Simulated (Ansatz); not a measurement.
# Al₂H (doublet): correlated methods under varied settings at distance Al1–H3 = 1.311 Å

What do other methods and options give for Al₂H (doublet) at this geometry, and how long do they take?

Program: Ansatz 0.2.0, Gaussian basis. Level of theory: the settings change from run to run. These are calculated values, not measurements.

22 further runs of the same task are left out: 17 that didn't finish, 5 set aside as unsound or not needed.

## Step 1: The geometry

The geometry derives from a PBE0/def2-TZVP stationary point (not a proven minimum). One bond is set to the value named and the two fragments are kept rigid.

3 atoms, charge 0, spin multiplicity 2.

Atoms are counted from 1 here; the program's logs count them from 0.

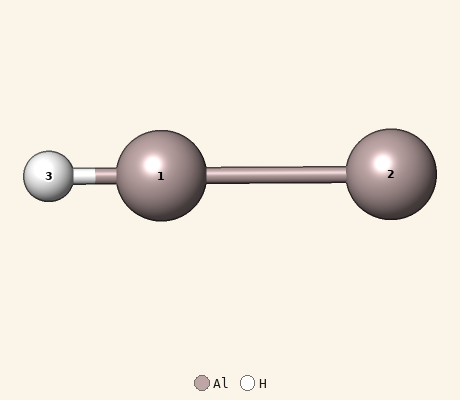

The geometry (aluminium light grey, hydrogen white); atoms are numbered from 1 in the order of the file.

## Step 2: MP2 on ROHF/6-31G

in.yaml

```yaml
crystal:
  periodic: [false, false, false]
  atoms:
    - {symbol: Al, position_ang: [0.000000, 0.000000, 0.455313]}
    - {symbol: Al, position_ang: [0.000000, 0.000000, -2.221625]}
    - {symbol: H, position_ang: [0.000000, 0.000000, 1.766313]}
basis:
  gaussian: {orbitals: 6-31G}
magnetization: {spin_polarized: false, initial_magnetization: 1}
correlation: {method: mp2, electrons: valence}
scf: {lower_state_search: off}
output: {forces: true}
```

Started as:

```bash
$ ansatz run in.yaml --threads 1 --pin off --events-out ev --progress --plain --max-ram 2393MiB
```

Standard output:

```text
Functional definition: HF
  name "HF"
  cite "Fock, Z. Phys. 61, 126 (1930) doi:10.1007/BF01340294"
  parent pbe
  exchange = exact_x
  correlation = 0
these checks for a lower state are left out or cut short: starts, cluster_reference, orbital_swaps, neighbouring_geometries, increment
308 factors; integrals over basis functions are off by at most 1.5e-4 eV
mean field evaluation 1: about -13177.0262 eV, gradient 6.0e0 eV
mean field evaluation 2: about -13177.0294 eV, gradient 6.0e0 eV
mean field evaluation 4: about -13177.3734 eV, gradient 6.6e-1 eV
mean field evaluation 8: about -13177.3926 eV, gradient 2.0e-2 eV
mean field -13177.39260598 eV, -484.2602463124 hartree, gradient 1.0e-6 eV, S^2 0.750000; 0 other end points of the search recorded, 0 dependent functions left out
10 core orbitals not correlated: weight in the atoms' cores, before any rotation towards them, 1.000 or more for the frozen orbitals, at most 0.000 for the correlated occupied ones
reference -13177.39260598 eV, -484.2602463124 hartree; 4, 3 occupied and 14, 15 virtual orbitals, 308 factors
second order -1.40752493 eV of doubles, -0.01169125 eV of singles
the calculation of the forces begins
mean field evaluation 16: about -13177.3926 eV, gradient 1.0e-6 eV
Total energy: -13178.81182216 eV, -484.3124015449 hartree
Atom 0 at     0.000000     0.000000     0.455313 Å, force    -0.000000     0.000000    -6.991479 eV/Å
Atom 1 at     0.000000     0.000000    -2.221625 Å, force     0.000000    -0.000000    -0.371069 eV/Å
Atom 2 at     0.000000     0.000000     1.766313 Å, force    -0.000000    -0.000000     7.362548 eV/Å
Dipole moment:     0.000000    -0.000000     0.169135 e Å
Checks for a lower state left out: starts, cluster_reference, orbital_swaps, neighbouring_geometries, increment
```

Run time: 0.33 s. Hardware: 1 thread of Arm Neoverse V1, shared host.

## Step 3: MRCISD+Q(relaxed)(1,7)/6-31G

Changes to in.yaml since step 2:

```diff
@@ -9,4 +9,2 @@
 magnetization: {spin_polarized: false, initial_magnetization: 1}
-correlation: {method: mp2, electrons: valence}
-scf: {lower_state_search: off}
-output: {forces: true}
+correlation: {method: fic_mrcisd_q_relaxed, electrons: outside_noble_gas, active_space: {window: {electrons: 1, orbitals: 7}}}
```

Launched as before.

Standard output, cut to the lines that bear on the results:

```text
Functional definition: HF
  name "HF"
  cite "Fock, Z. Phys. 61, 126 (1930) doi:10.1007/BF01340294"
  parent pbe
[...]
308 factors; integrals over basis functions are off by at most 1.5e-4 eV
[...]
mean field -13177.39260598 eV, -484.2602463124 hartree, gradient 1.0e-6 eV, S^2 0.750000; 4 other end points of the search recorded, 0 dependent functions left out
reference -13177.39260598 eV, -484.2602463124 hartree; 14, 13 occupied and 14, 15 virtual orbitals, 308 factors
state -13177.39260598 eV, -484.2602463124 hartree
contracted CI cycle   1: correlation 0.00000000 eV, 0.0000000000 hartree, residual 7.36e0 eV
contracted CI cycle   2: correlation -1.86633241 eV, -0.0685864510 hartree, residual 1.45e0 eV
contracted CI cycle   3: correlation -1.97828677 eV, -0.0727006980 hartree, residual 5.44e-1 eV
contracted CI cycle   4: correlation -1.99297583 eV, -0.0732405108 hartree, residual 2.01e-1 eV
contracted CI cycle   5: correlation -1.99537357 eV, -0.0733286263 hartree, residual 8.60e-2 eV
contracted CI cycle   6: correlation -1.99583401 eV, -0.0733455469 hartree, residual 4.67e-2 eV
contracted CI cycle   7: correlation -1.99595910 eV, -0.0733501440 hartree, residual 2.22e-2 eV
contracted CI cycle   8: correlation -1.99598108 eV, -0.0733509518 hartree, residual 8.66e-3 eV
contracted CI cycle   9: correlation -1.99598427 eV, -0.0733510690 hartree, residual 3.26e-3 eV
contracted CI cycle  10: correlation -1.99598468 eV, -0.0733510841 hartree, residual 1.16e-3 eV
contracted CI cycle  11: correlation -1.99598473 eV, -0.0733510859 hartree, residual 4.36e-4 eV
state -13177.39260598 eV, -484.2602463124 hartree; corrected -13179.59457621 eV, -484.3411672257 hartree
WARN: 6 active orbitals are nearly empty or full. The corrections depend on them more than the energy does, and are more stable in an active space without them
Total energy: -13179.59457621 eV, -484.3411672257 hartree
```

Wall time 1.3 s (1 thread of Arm Neoverse V1, shared host).

From the report: 2 determinants; active occupations 1.00, 0.00, 0.00, 0.00, 0.00, 0.00, 0.00. The report marks this result as in doubt.

## Step 4: CCSDT(Q) on UHF/6-31G

in.yaml

```yaml
crystal:
  periodic: [false, false, false]
  atoms:
    - {symbol: Al, position_ang: [0.000000, 0.000000, 0.455313]}
    - {symbol: Al, position_ang: [0.000000, 0.000000, -2.221625]}
    - {symbol: H, position_ang: [0.000000, 0.000000, 1.766313]}
basis:
  gaussian: {orbitals: 6-31G}
magnetization: {spin_polarized: true, initial_magnetization: 1}
correlation: {method: ccsdt_q, electrons: outside_noble_gas, diis_vectors: 12}
```

Launched as before.

Standard output, cut to the lines that bear on the results:

```text
Functional definition: HF
  name "HF"
  cite "Fock, Z. Phys. 61, 126 (1930) doi:10.1007/BF01340294"
  parent pbe
[...]
538 factors; integrals over basis functions are off by at most 2.5e-7 eV
[...]
mean field -13177.44605623 eV, -484.2622105727 hartree, gradient 1.6e-6 eV, S^2 1.015762; 22 other end points of the search recorded, 0 dependent functions left out
determinant -13177.44605623 eV, -484.2622105727 hartree, with singles and doubles -13179.47605311 eV, -484.3368115822 hartree
determinant -13176.26404158 eV, -484.2187723354 hartree, with singles and doubles -13178.51421459 eV, -484.3014646686 hartree
determinant -13176.19914364 eV, -484.2163873803 hartree, with singles and doubles -13178.45280082 eV, -484.2992077539 hartree
determinant -13175.99587528 eV, -484.2089174058 hartree, with singles and doubles -13178.00477669 eV, -484.2827431708 hartree
[...]
determinant -13177.42238438 eV, -484.2613406481 hartree, with singles and doubles -13179.50118263 eV, -484.3377350751 hartree
determinant -13177.44605623 eV, -484.2622105727 hartree, with singles and doubles -13179.49644849 eV, -484.3375610985 hartree
determinant -13177.42238438 eV, -484.2613406481 hartree, with singles and doubles -13179.50054433 eV, -484.3377116177 hartree
10 core orbitals not correlated: weight in the atoms' cores, before any rotation towards them, 1.000 or more for the frozen orbitals, at most 0.000 for the correlated occupied ones
reference -13177.42238438 eV, -484.2613406481 hartree; 4, 3 occupied and 14, 15 virtual orbitals, 538 factors
second order -1.39018123 eV of doubles, -0.00000000 eV of singles
cycle   1  -1.80851850 eV  change   -4.2e-1 eV  update   8.2e-2
[...]
cycle  17  -2.15254542 eV  change   -1.9e-7 eV  update   4.8e-7
perturbative correction -0.00331748 eV, -0.0001219150 hartree
Total energy: -13179.57824727 eV, -484.3405671482 hartree
```

Run time: 3.9 s. Hardware: 1 thread of Arm Neoverse V1, shared host.

From the report: ⟨S²⟩ of the determinant 0.764 (pure doublet: 0.75); correlation -2.1559 eV; T1 0.028; largest double amplitude 0.09.

## Step 5: CISDT/6-31G

in.yaml

```yaml
crystal:
  periodic: [false, false, false]
  atoms:
    - {symbol: Al, position_ang: [0.000000, 0.000000, 0.455313]}
    - {symbol: Al, position_ang: [0.000000, 0.000000, -2.221625]}
    - {symbol: H, position_ang: [0.000000, 0.000000, 1.766313]}
basis:
  gaussian: {orbitals: 6-31G}
magnetization: {spin_polarized: false, initial_magnetization: 1}
hamiltonian: {pseudopotentials: {relativity: scalar}}
correlation: {active_space: {ras: {orbitals: [3, 1, 14], electrons: 7, max_holes: 3, max_particles: 3}, fixed_orbitals: true}}
```

Same command.

Standard output:

```text
Functional definition: HF
  name "HF"
  cite "Fock, Z. Phys. 61, 126 (1930) doi:10.1007/BF01340294"
  parent pbe
  exchange = exact_x
  correlation = 0
308 factors; integrals over basis functions are off by at most 1.5e-4 eV
mean field evaluation 1: about -13198.6150 eV, gradient 6.0e0 eV
mean field evaluation 2: about -13198.6181 eV, gradient 6.0e0 eV
mean field evaluation 4: about -13198.9611 eV, gradient 6.6e-1 eV
mean field evaluation 8: about -13198.9804 eV, gradient 2.0e-2 eV
mean field evaluation 16: about -13198.9792 eV, gradient 1.4e-1 eV
mean field evaluation 32: about -13198.9767 eV, gradient 2.3e-1 eV
mean field -13198.98035511 eV, -485.0535814601 hartree, gradient 1.1e-6 eV, S^2 0.750000; 4 other end points of the search recorded, 0 dependent functions left out
reference -13198.98035511 eV, -485.0535814601 hartree; 14, 13 occupied and 14, 15 virtual orbitals, 308 factors
state -13201.05526035 eV, -485.1298328211 hartree
Total energy: -13201.05526035 eV, -485.1298328211 hartree
Relativity: scalar
```

Run time: 1.1 s. Hardware: 1 thread of Arm Neoverse V1, shared host.

From the report: 17,742 determinants.

## Step 6: MP2 on UHF/6-31G

in.yaml

```yaml
crystal:
  periodic: [false, false, false]
  atoms:
    - {symbol: Al, position_ang: [0.000000, 0.000000, 0.455313]}
    - {symbol: Al, position_ang: [0.000000, 0.000000, -2.221625]}
    - {symbol: H, position_ang: [0.000000, 0.000000, 1.766313]}
basis:
  gaussian: {orbitals: 6-31G}
magnetization: {spin_polarized: true, initial_magnetization: 1}
correlation: {method: mp2, electrons: valence}
accuracy: high
```

The command is unchanged.

Standard output, cut to the lines that bear on the results:

```text
Functional definition: HF
  name "HF"
  cite "Fock, Z. Phys. 61, 126 (1930) doi:10.1007/BF01340294"
  parent pbe
[...]
564 factors; integrals over basis functions are off by at most 3.2e-9 eV
[...]
mean field -13177.44605625 eV, -484.2622105733 hartree, gradient 2.3e-8 eV, S^2 1.015762; 10 other end points of the search recorded, 0 dependent functions left out
10 core orbitals not correlated: weight in the atoms' cores, before any rotation towards them, 1.000 or more for the frozen orbitals, at most 0.000 for the correlated occupied ones
reference -13177.44605625 eV, -484.2622105733 hartree; 4, 3 occupied and 14, 15 virtual orbitals, 564 factors
second order -1.29752847 eV of doubles, -0.00000000 eV of singles
Total energy: -13178.74358472 eV, -484.3098938652 hartree
```

Wall time 0.69 s (1 thread of Arm Neoverse V1, shared host).

From the report: ⟨S²⟩ of the determinant 1.016 (pure doublet: 0.75).

## Step 7: NEVPT4(SD)(1,6)/6-31G

Changes to in.yaml since step 6:

```diff
@@ -8,4 +8,5 @@
   gaussian: {orbitals: 6-31G}
-magnetization: {spin_polarized: true, initial_magnetization: 1}
-correlation: {method: mp2, electrons: valence}
+magnetization: {spin_polarized: false, initial_magnetization: 1}
+correlation: {method: fic_nevpt4_sd, electrons: valence, active_space: {window: {electrons: 1, orbitals: 6}}}
 accuracy: high
+scf: {lower_state_search: off}
```

Same command.

Standard output, cut to the lines that bear on the results:

```text
Functional definition: HF
  name "HF"
  cite "Fock, Z. Phys. 61, 126 (1930) doi:10.1007/BF01340294"
  parent pbe
[...]
564 factors; integrals over basis functions are off by at most 3.2e-9 eV
[...]
mean field -13177.39272484 eV, -484.2602506804 hartree, gradient 1.4e-8 eV, S^2 0.750000; 0 other end points of the search recorded, 0 dependent functions left out
reference -13177.39272484 eV, -484.2602506804 hartree; 14, 13 occupied and 14, 15 virtual orbitals, 564 factors
state -13177.39272484 eV, -484.2602506804 hartree
state -13177.39272484 eV, -484.2602506804 hartree; corrected -13179.40811440 eV, -484.3343148807 hartree
WARN: 5 active orbitals are nearly empty or full. The corrections depend on them more than the energy does, and are more stable in an active space without them
Total energy: -13179.40811440 eV, -484.3343148807 hartree
Checks for a lower state left out: stability, starts, cluster_reference, orbital_swaps, neighbouring_geometries, increment
```

It took 0.99 s on 1 thread of Arm Neoverse V1, shared host.

From the report: 2 determinants; active occupations 1.00, 0.00, 0.00, 0.00, 0.00, 0.00. The report marks this result as in doubt.

## Step 8: NEVPT2(3,4)/6-31G

Changes to in.yaml since step 7:

```diff
@@ -9,4 +9,2 @@
 magnetization: {spin_polarized: false, initial_magnetization: 1}
-correlation: {method: fic_nevpt4_sd, electrons: valence, active_space: {window: {electrons: 1, orbitals: 6}}}
-accuracy: high
-scf: {lower_state_search: off}
+correlation: {method: sc_nevpt2, electrons: valence, active_space: {window: {electrons: 3, orbitals: 4}}}
```

The command is unchanged.

Standard output, cut to the lines that bear on the results:

```text
Functional definition: HF
  name "HF"
  cite "Fock, Z. Phys. 61, 126 (1930) doi:10.1007/BF01340294"
  parent pbe
[...]
308 factors; integrals over basis functions are off by at most 1.5e-4 eV
[...]
mean field -13177.39260598 eV, -484.2602463124 hartree, gradient 1.0e-6 eV, S^2 0.750000; 4 other end points of the search recorded, 0 dependent functions left out
reference -13177.39260598 eV, -484.2602463124 hartree; 14, 13 occupied and 14, 15 virtual orbitals, 308 factors
state -13177.98422035 eV, -484.2819877392 hartree
state -13177.98422035 eV, -484.2819877392 hartree; corrected -13179.02615935 eV, -484.3202782914 hartree
state -13177.86910789 eV, -484.2777574344 hartree
state -13177.86910789 eV, -484.2777574344 hartree; corrected -13178.95001032 eV, -484.3174798660 hartree
state -13177.98422035 eV, -484.2819877392 hartree; corrected -13179.02615935 eV, -484.3202782914 hartree
the orbitals are reached from a further start. From the first start the search ends at -13177.86909589 eV, -484.2777569934 hartree
Total energy: -13179.02615935 eV, -484.3202782914 hartree
```

Wall time 0.78 s (1 thread of Arm Neoverse V1, shared host).

From the report: 6 determinants; active occupations 1.91, 1.00, 0.05, 0.03.

## Step 9: NEVPT2(1,6)/def2-SVP

in.yaml

```yaml
crystal:
  periodic: [false, false, false]
  atoms:
    - {symbol: Al, position_ang: [0.000000, 0.000000, 0.455313]}
    - {symbol: Al, position_ang: [0.000000, 0.000000, -2.221625]}
    - {symbol: H, position_ang: [0.000000, 0.000000, 1.766313]}
basis:
  gaussian: {orbitals: def2-SVP}
magnetization: {spin_polarized: false, initial_magnetization: 1}
correlation: {method: sc_nevpt2, electrons: all, active_space: {window: {electrons: 1, orbitals: 6}}}
```

The command is unchanged.

Standard output, cut to the lines that bear on the results:

```text
Functional definition: HF
  name "HF"
  cite "Fock, Z. Phys. 61, 126 (1930) doi:10.1007/BF01340294"
  parent pbe
[...]
369 factors; integrals over basis functions are off by at most 9.5e-4 eV
[...]
mean field -13174.33041305 eV, -484.1477127977 hartree, gradient 1.7e-6 eV, S^2 0.750000; 4 other end points of the search recorded, 0 dependent functions left out
reference -13174.33041305 eV, -484.1477127977 hartree; 14, 13 occupied and 27, 28 virtual orbitals, 369 factors
state -13174.33041305 eV, -484.1477127977 hartree
state -13174.33041305 eV, -484.1477127977 hartree; corrected -13177.27532192 eV, -484.2559362024 hartree
WARN: 5 active orbitals are nearly empty or full. The corrections depend on them more than the energy does, and are more stable in an active space without them
Total energy: -13177.27532192 eV, -484.2559362024 hartree
```

Wall time 0.78 s (1 thread of Arm Neoverse V1, shared host).

From the report: 2 determinants; active occupations 1.00, 0.00, 0.00, 0.00, 0.00, 0.00. The report marks this result as in doubt.

## Step 10: CASSCF(1,4)/6-31G

in.yaml

```yaml
crystal:
  periodic: [false, false, false]
  atoms:
    - {symbol: Al, position_ang: [0.000000, 0.000000, 0.455313]}
    - {symbol: Al, position_ang: [0.000000, 0.000000, -2.221625]}
    - {symbol: H, position_ang: [0.000000, 0.000000, 1.766313]}
basis:
  gaussian: {orbitals: 6-31G}
magnetization: {spin_polarized: false, initial_magnetization: 1}
correlation: {active_space: {window: {electrons: 1, orbitals: 4}}}
accuracy: high
scf: {lower_state_search: full}
```

The command is unchanged.

Standard output, cut to the lines that bear on the results:

```text
Functional definition: HF
  name "HF"
  cite "Fock, Z. Phys. 61, 126 (1930) doi:10.1007/BF01340294"
  parent pbe
[...]
564 factors; integrals over basis functions are off by at most 3.2e-9 eV
[...]
mean field -13177.39272484 eV, -484.2602506804 hartree, gradient 1.4e-8 eV, S^2 0.750000; 10 other end points of the search recorded, 0 dependent functions left out
reference -13177.39272484 eV, -484.2602506804 hartree; 14, 13 occupied and 14, 15 virtual orbitals, 564 factors
state -13177.39272484 eV, -484.2602506804 hartree
Total energy: -13177.39272484 eV, -484.2602506804 hartree
```

It took 0.81 s on 1 thread of Arm Neoverse V1, shared host.

From the report: 4 determinants; active occupations 1.00, 0.00, 0.00, 0.00. With so small a space the active step adds no correlation: the energy is the mean field's.

## Step 11: The runs in one table

Where basis and cores are those of an earlier FCI/6-31G run (-13179.5796 eV), and the state is the same kind, the miss against it is given. † marks a result that the program doubts.

```
                         level         correlated  functions  energy (eV)  from FCI (meV)    time
             MP2 on ROHF/6-31G            valence         28  -13178.8118           767.8  0.33 s
MRCISD+Q(relaxed)(1,7)/6-31G †  outside noble gas         28  -13179.5946           -15.0   1.3 s
         CCSDT(Q) on UHF/6-31G  outside noble gas         28  -13179.5782             1.3   3.9 s
  CISDT/6-31G (relativity set)  outside noble gas         28  -13201.0553                   1.1 s
              MP2 on UHF/6-31G            valence         28  -13178.7436           836.0  0.69 s
       NEVPT4(SD)(1,6)/6-31G †            valence         28  -13179.4081                  0.99 s
             NEVPT2(3,4)/6-31G            valence         28  -13179.0262                  0.78 s
        NEVPT2(1,6)/def2-SVP †                all         41  -13177.2753                  0.78 s
             CASSCF(1,4)/6-31G                            28  -13177.3927          2186.9  0.81 s
```

## Step 12: What came out

| quantity | value |
| --- | --- |
| runs | 9 |
| quickest | MP2 on ROHF/6-31G, 0.33 s |
| slowest | CCSDT(Q) on UHF/6-31G, 3.9 s |

Total energies in different bases, with other cores or another treatment of relativity can't be set against each other. CCSDT(Q) on UHF/6-31G took 12 times as long as MP2 on ROHF/6-31G; the jobs differ in more than the method. Among the correlated runs with a miss given, it spans -15 to +836 meV. Hartree-Fock, CASSCF and CASCI lack dynamic correlation by design.
